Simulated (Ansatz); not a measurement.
A series of calculations on CHFI

## 1. Relaxation

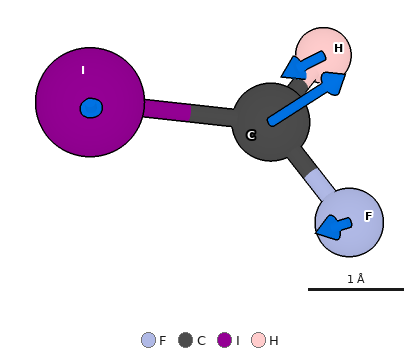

This is a relaxation of CHFI (multiplicity 2) (coarse preliminary run). The starting structure is drawn; blue arrows show the displacements, magnified 5 times. The two geometries are superimposed by the best rigid fit.

The picture is a ball-and-stick view, seen at a tilt.

Computed with Ansatz, UKS PBE-D4/def2-SVP. Set-up: force threshold 0.03 eV/Å; at most 250 steps.

### Atoms of which element are displaced furthest, and by how much?

Carbon: up to 0.23 Å, against 0.11 Å for hydrogen.

### What happened in the run?

The atom that moves furthest after the best rigid fit is the C atom (0.23 Å). Largest moves by element: C 0.23 Å, H 0.11 Å, F 0.09 Å, I 0.06 Å. Among the contacts that change: C–I 2.023 → 2.108 Å, C–F 1.379 → 1.330 Å, C–H 1.156 → 1.108 Å. Among the angles between lasting bonds that change: I–C–H 126.3° → 115.4°, F–C–I 124.5° → 116.3°, F–C–H 109.1° → 114.2°. The optimiser took 7 steps.

## 2. Relaxation

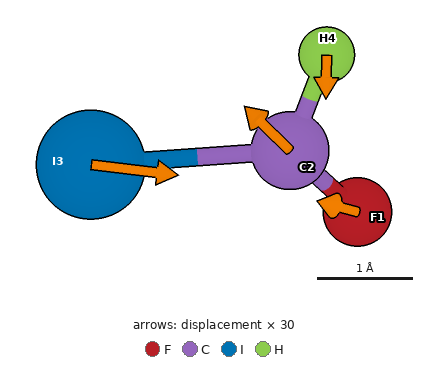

This is a relaxation of CHFI (multiplicity 2). The starting structure is drawn; orange arrows show the displacements, 30 times their true length. The two geometries are superimposed by the best rigid fit.

A ball-and-stick model, seen at a tilt.

Level of theory: Ansatz, UKS PBE0-D4/def2-TZVP. (force threshold 0.005 eV/Å; at most 200 steps)

**Describe the change and its energy.**

Over 6 geometry steps the energy falls by 2.35 kJ/mol. The largest force component goes from 0.62 to 0.0019 eV/Å. I3 moves most after the best rigid fit: 0.031 Å. By element the largest moves are I 0.031 Å, C 0.024 Å, F 0.018 Å, H 0.016 Å. Among the contacts that change: C2–I3 2.108 → 2.062 Å, C2–H4 1.108 → 1.086 Å, F1–C2 1.330 → 1.324 Å. The run took about 40 core-seconds on a shared host.

## 3. A change

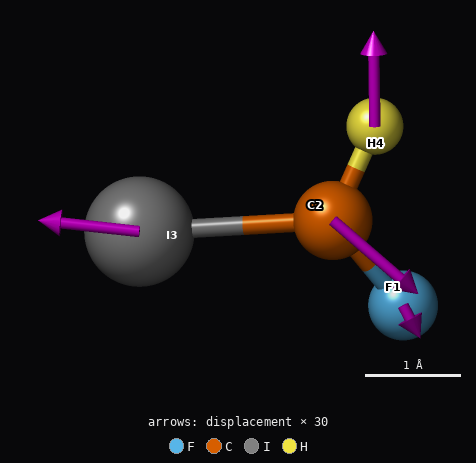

CHFI (multiplicity 2). The purple arrows show how the atoms are displaced, magnified 30 times. A ball-and-stick model, seen at a tilt.

These are results of Ansatz 0.2.0, UKS PBE0-D4/def2-TZVPP, not measurements. 

What was done to the structure, and with what result?

Answer. All atoms are moved at random (σ = 0.04 Å) from the PBE0-D4/def2-TZVP minimum. Energy change: +0.069 eV. The largest force is 1.9 eV/Å, on C2. The forces mostly point back along the displacements (cosine −0.81). At other levels of theory the same distortion costs 0.049 eV (UKS PBE-D4/def2-TZVPP), 0.060 eV (UKS r2SCAN-D4/def2-TZVPP), 0.085 eV (UKS wB97M-V/def2-TZVPP), 0.080 eV (UHF-CCSD(T), frozen core/def2-TZVPP). Near-neighbour distances before and after: C2–I3 2.062 → 2.125 Å, C2–H4 1.086 → 1.130 Å, F1–C2 1.324 → 1.300 Å. Bond angles that change, for instance: I3–C2–H4 117.3° → 113.9°, F1–C2–H4 114.0° → 116.8°.

## 4. A change

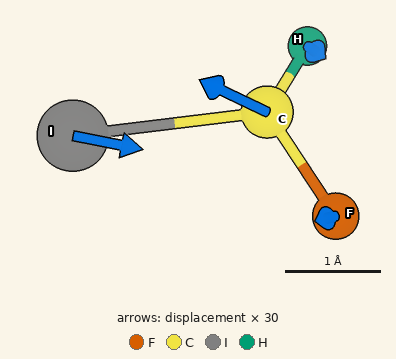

CHFI (multiplicity 2). The blue arrows show how the atoms are displaced, magnified 30 times. A ball-and-stick model, seen at a tilt.

All numbers below come from Ansatz, UKS wB97M-V/def2-TZVPP. 

Q: What was done to the structure, and with what result?

A: All atoms are moved at random (σ = 0.02 Å) from the PBE0-D4/def2-TZVP minimum. Energy change: +3.03 kJ/mol. The largest force is 1.5 eV/Å, on the C atom. The forces mostly point back along the displacements (cosine −0.80). At other levels of theory the same distortion costs 3.15 kJ/mol (UKS PBE-D4/def2-TZVPP), 3.75 kJ/mol (UKS r2SCAN-D4/def2-TZVPP), 3.42 kJ/mol (UKS PBE0-D4/def2-TZVPP), 3.12 kJ/mol (UHF-CCSD(T), frozen core/def2-TZVPP). Near-neighbour distances before and after: C–I 2.062 → 2.015 Å, C–H 1.086 → 1.107 Å, C–F 1.324 → 1.341 Å. Bond angles that change, for instance: F–C–H 114.0° → 111.0°.

## 5. Distortion

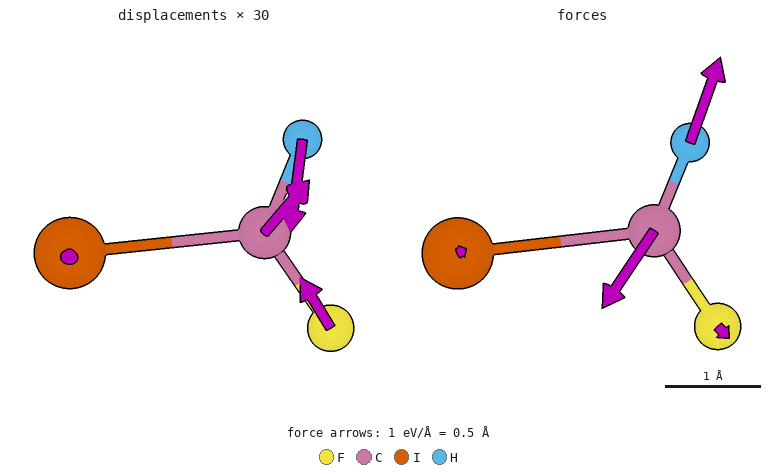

Left: CHFI (multiplicity 2), with purple arrows for the displacements applied to it. Right: the displaced structure with the computed forces. Style: ball-and-stick. Shown face on.

Theory: UKS PBE0-D4/def2-TZVPP (Ansatz). 

Where do the forces point?

Answer. All atoms are moved at random (σ = 0.02 Å) from the PBE0-D4/def2-TZVP minimum. It costs 5.18 kJ/mol. The largest force is 2 eV/Å, on the C atom. The forces mostly point back along the displacements (cosine −0.79). At other levels of theory the same distortion costs 6.44 kJ/mol (UKS PBE-D4/def2-TZVPP), 5.02 kJ/mol (UKS r2SCAN-D4/def2-TZVPP), 4.94 kJ/mol (UKS wB97M-V/def2-TZVPP), 4.93 kJ/mol (UHF-CCSD(T), frozen core/def2-TZVPP). Near-neighbour distances before and after: C–H 1.086 → 1.037 Å, C–I 2.062 → 2.081 Å, C–F 1.324 → 1.317 Å.
